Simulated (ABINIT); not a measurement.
# A GW chain in ABINIT: BAs (F-43m), part 3 of 3

Aim: the G0W0 gap of BAs (F-43m) on PBE, step by step.

ABINIT 10.8.3; PBE and many-body steps on it, plane waves. Known limits of the many-body steps: not at the basis limit; no spin-orbit coupling; coarse k mesh.

So far. Step 4 (Empty states on the mesh, 4×4×4 mesh, 110 bands): On this mesh the gap is 1.453 eV. The earlier step found 1.208 eV, so this mesh misses an edge. Step 5 (Screening, 4×4×4 mesh, 102 bands, screening to 190.5 eV): Local fields lower ε∞ by 9 %. On a Γ-centred mesh this coarse the value itself is usually too large, while a short band sum pulls it down.

## (6) Self-energy, 4×4×4 mesh, 102 bands, screening to 190.5 eV

The self-energy is evaluated for the states that the input lists, and the levels follow from it, in one-shot runs by the linearised quasiparticle equation.

This step: G0W0 on PBE, plane waves, norm-conserving pseudopotentials.

File run.abi:

```
acell 3*1.0 Angstrom
rprim 
  -0.000000000000 2.388500000000 2.388500000000
  2.388500000000 -0.000000000000 2.388500000000
  2.388500000000 2.388500000000 -0.000000000000
ntypat 2
znucl 5 33
natom 2
typat 1 2
xred 
  0.000000000000 0.000000000000 0.000000000000
  0.250000000000 0.250000000000 0.250000000000
pp_dirpath "pseudos"
pseudos "B.upf, As.upf"
ecut 44
ngkpt 4 4 4
nshiftk 1
shiftk 0 0 0
kptopt 1
chksymbreak 0
istwfk *1
occopt 1
irdwfk 1
optdriver 4
nband 102
gwcalctyp 0
ecutsigx 44
symsigma 1
nkptgw 2
kptgw 
  0.0000000000 0.0000000000 0.0000000000
  0.5000000000 0.5000000000 0.0000000000
bdgw 
  11 16
  12 15
ecuteps 7
irdscr 1
ppmodel 1
indata_prefix "in"
outdata_prefix "out"
tmpdata_prefix "tmp"
```

Started as:

```bash
OMP_NUM_THREADS=1 mpirun -n 8 abinit run.abi > log
```

Numbers of over 12 decimals in the logs are rounded to 6 here.

The program printed:

```text
.Version 10.8.3 of ABINIT. v10.8.2 released Aug 2026.

 Symmetries : space group F-4 3 m (#216); Bravais cF (face-center cubic)
[... echo of the input left out ...]
== DATASET  1 ==================================================================
-   mpi_nproc: 8, omp_nthreads: 1 (-1 if OMP is not activated)

--- !DatasetInfo
iteration_state: {dtset: 1, }
dimensions: {natom: 2, nkpt: 8, mband: 102, nsppol: 1, nspinor: 1, nspden: 1, mpw: 2637, }
cutoff_energies: {ecut:  44.0, pawecutdg:  -1.0, }
electrons: {nelect:   2.60000000E+01, charge:   0.00000000E+00, occopt:   1.00000000E+00, tsmear:   1.00000000E-02, }

 SIGMA: Calculation of the GW corrections

 Based on a program developped by R.W. Godby, V. Olevano, G. Onida, and L. Reining.
 Incorporated in ABINIT by V. Olevano, G.-M. Rignanese, and M. Torrent.
.Using double precision arithmetic ; gwpc =  8

[... cell and pseudopotentials left out ...]
--------------------------------------------------------------------------------

 ==== K-mesh for the wavefunctions ====
 Number of points in the irreducible wedge :     8
[... list of points left out ...]
 Together with 24 symmetry operations and time-reversal symmetry
 yields    64 points in the full Brillouin Zone.

 ==== Q-mesh for screening function ====
 Number of points in the irreducible wedge :     8
[... list of points left out ...]
 Together with 24 symmetry operations and time-reversal symmetry
 yields    64 points in the full Brillouin Zone.

 vcoul_init : cutoff-mode = AUXILIARY_FUNCTION
 q-points for optical limit:   1
     1)      0.000010    0.000020    0.000030
 setmesh: FFT mesh size selected  =    40x   40x   40
          total number of points  =        64000

 Number of electrons calculated from density =   26.0000; Expected =   26.0000
 average of density, n =  0.141374
 r_s =    1.1908
 omega_plasma =   36.2695 [eV]

 === KS Band Gaps ===
  >>>> For spin  1
   Minimum direct gap =   3.2894 [eV], located at k-point      :   0.0000  0.0000  0.0000
   Fundamental gap    =   1.4532 [eV], Top of valence bands at :   0.0000  0.0000  0.0000
                                       Bottom of conduction at :   0.5000  0.5000  0.0000
 SIGMA fundamental parameters:
 PLASMON POLE MODEL  1
 number of plane-waves for SigmaX                 2637
 number of plane-waves for SigmaC and W            169
 number of plane-waves for wavefunctions          2637
 number of bands                                   102
 number of independent spin polarizations            1
 number of spinorial components                      1
 number of k-points in IBZ                           8
 number of q-points in IBZ                           8
 number of symmetry operations                      24
 number of k-points in BZ                           64
 number of q-points in BZ                           64
 number of frequencies for dSigma/dE                 9
 frequency step for dSigma/dE [eV]                0.25
 number of omega for Sigma on real axis              0
 max omega for Sigma on real axis  [eV]           0.00
 zcut for avoiding poles [eV]                     0.10

 EPSILON^-1 parameters (SCR file):
 dimension of the eps^-1 matrix on file            169
 dimension of the eps^-1 matrix used               169
 number of plane-waves for wavefunctions          2637
 number of bands                                   102
 number of q-points in IBZ                           8
 number of frequencies                               2
 number of real frequencies                          1
 number of imag frequencies                          1

 matrix elements of self-energy operator (all in [eV])

 Perturbative Calculation

--- !SelfEnergy_ee
iteration_state: {dtset: 1, }
kpoint     : [   0.000,    0.000,    0.000, ]
spin       : 1
KS_gap     :    3.289
QP_gap     :    4.120
Delta_QP_KS:    0.830
data: !SigmaeeData |
     Band     E0 <VxcDFT>   SigX SigC(E0)      Z dSigC/dE  Sig(E)    E-E0       E
       11   7.999 -14.202 -15.766   0.965   0.808  -0.238 -14.686  -0.484   7.515
       12   7.999 -14.202 -15.766   0.965   0.808  -0.238 -14.686  -0.484   7.515
       13   7.999 -14.202 -15.766   0.965   0.808  -0.238 -14.686  -0.484   7.515
       14  11.288 -13.050  -8.192  -4.431   0.810  -0.234 -12.704   0.347  11.635
       15  11.288 -13.050  -8.192  -4.431   0.810  -0.234 -12.704   0.347  11.635
       16  11.288 -13.050  -8.192  -4.431   0.810  -0.234 -12.704   0.347  11.635

--- !SelfEnergy_ee
iteration_state: {dtset: 1, }
kpoint     : [   0.500,    0.500,    0.000, ]
spin       : 1
KS_gap     :    5.527
QP_gap     :    6.269
Delta_QP_KS:    0.742
data: !SigmaeeData |
     Band     E0 <VxcDFT>   SigX SigC(E0)      Z dSigC/dE  Sig(E)    E-E0       E
       12   3.925 -13.089 -16.266   2.256   0.794  -0.259 -13.821  -0.732   3.193
       13   3.925 -13.089 -16.266   2.256   0.794  -0.259 -13.821  -0.732   3.193
       14   9.452 -11.147  -6.839  -4.295   0.818  -0.223 -11.136   0.010   9.462
       15   9.457 -11.350  -6.931  -4.314   0.821  -0.218 -11.264   0.086   9.544

== END DATASET(S) ==============================================================
================================================================================

 -outvars: echo values of variables after computation  --------
           etotal      0.0000000000E+00
            nband         102
             nkpt           8
          spgroup         216
 [... the other variables as echoed above ...]

 Calculation completed.
```

It took 4.7 s on 8 MPI ranks of Arm Neoverse V1, shared host; peak memory 0.95 GiB.

This step gave:

* G0W0 gap on the points computed: 1.947 eV
* starting gap on the mesh: 1.453 eV
* k of the valence top: 0, 0, 0
* k of the conduction bottom: 0.5, 0.5, 0
* Z at the valence top: 0.808
* Z at the conduction bottom: 0.818
* least direct G0W0 gap on the computed points: 4.12 eV

The gap on the mesh goes from 1.45 eV to 1.95 eV, a correction of +0.49 eV. The start differs from the 1.21 eV found before because the two sample other k points.

Limits: finite bands, cutoff and mesh; no spin-orbit coupling; coarse k mesh. v1 is the top filled band, c1 the lowest empty one. Levels before and after the correction, in eV, zero at the valence-band top of each column:

```csv
,conduction bottom,valence top
Kohn-Sham,1.45,0.00
G0W0,1.95,0.00
```

```csv
,level,energy (eV)
Kohn-Sham,Γ v3-v1,0.000
Kohn-Sham,Γ c1-c3,3.289
Kohn-Sham,(0.5 0.5 0) v2-v1,-4.073
Kohn-Sham,(0.5 0.5 0) c1,1.453
Kohn-Sham,(0.5 0.5 0) c2,1.458
G0W0,Γ v3-v1,0.000
G0W0,Γ c1-c3,4.120
G0W0,(0.5 0.5 0) v2-v1,-4.322
G0W0,(0.5 0.5 0) c1,1.947
G0W0,(0.5 0.5 0) c2,2.029
```

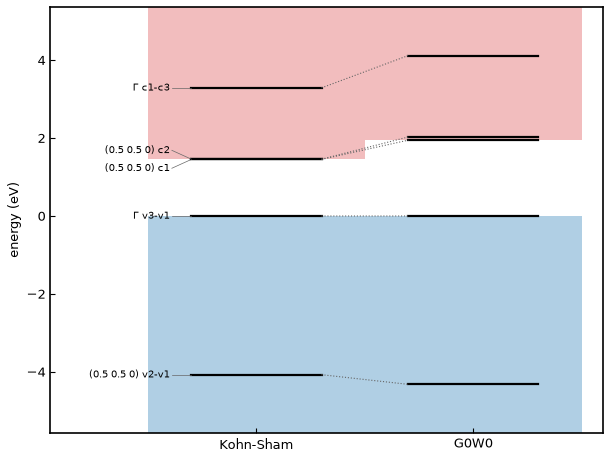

Levels before and after the correction. Shaded: valence and conduction bands.

## (7) Where the time went

Times are wall times on 8 MPI ranks of Arm Neoverse V1, shared host, good to a factor of about two.

```csv
step,time,share,memory (GiB)
ground state,9 s,18 %,0.56
bands along the symmetry lines,7.9 s,16 %,0.5
empty states on the mesh,17 s,32 %,3.3
screening,13 s,25 %,1.1
self-energy,4.7 s,9 %,0.95
```

## (8) Summary of results

| Item | Value |
| --- | --- |
| PBE gap | 1.21 eV, indirect |
| G0W0 gap on the mesh | 1.95 eV |
| G0W0 gap over the zone (rigid shift) | 1.70 eV |
| GW settings | 4×4×4 mesh, 102 bands, screening to 190.5 eV, Godby-Needs plasmon pole |
| known limits | not at the basis limit; no spin-orbit coupling; coarse k mesh |

What this shows: G0W0 moves the gap on the mesh from 1.45 eV to 1.95 eV (+0.49 eV), with Z of 0.81 and 0.82 at the edges. The mesh misses the band edges by 0.25 eV in all; a rigid shift gives 1.70 eV for the zone. Local fields lower the RPA ε∞ on this mesh from 15.30 to 13.99; a Γ-centred mesh this coarse tends to raise both, most where the direct gap is narrow, while a short band sum lowers them. Only 2 of the mesh's irreducible points were corrected, so a valley elsewhere could overtake. Against experiment, by G0W0@PBE: the gap of 1.70 eV lies −0.12 eV from the measured 1.82 eV (indirect, 300 K, 2019); the direct gap of 4.12 eV lies +0.00 eV from the measured 4.12 eV (direct, 300 K, 2019); the gap of 1.70 eV lies −0.32 eV from the measured 2.02 eV (indirect, 300 K, 2019). An exciton line or allowed optical edge lies below the quasiparticle gap by the binding energy; a forbidden edge can push the onset above it. The calculation has static nuclei and no excitons; a measured gap holds zero-point and thermal motion, which mostly lowers it. Bands and cutoff are finite, so the gap is not at the basis limit. The miss can reach some tenths of an eV and take either sign; the mesh is an error of its own. In the G0W0 run levels were corrected at 2 k points alone, so a gap called «on the mesh» is the least over those, and an edge elsewhere would be missed. A denser mesh or path gives a starting gap of 1.21 eV: the GW mesh misses a band edge, so its gaps are not the fundamental one. The 4×4×4 mesh is coarse for this cell, which bears on the long-range parts of exchange and screening. The many-body steps are scalar-relativistic: spin-orbit coupling is not in them.

[Paths, hosts, dates, memory and timing lines, banners, echoed tables and standing remarks are left out of the program output.]

[Logs are printed without paths, hosts, clocks, repeated set-up lines and the standing remarks that a program may print on its own settings, such as how far it seeks lower states.]

[Runs of the session that timed out or met a known fault of the program may be left out.]

[Hosts, paths, dates, database ids (printed as entryN), source tags and the programs' standing remarks are cut or masked in the printed files.]

[G0W0 gaps are taken among the corrected bands and points alone; a level outside them can change the order at an edge.]

[Where Ansatz stands beside ABINIT at settings called matched, ABINIT's density can come from a denser mesh and the files from another edition; pairs whose starting gaps differed by over 0.03 eV were left out, so agreement reads better than it is.]
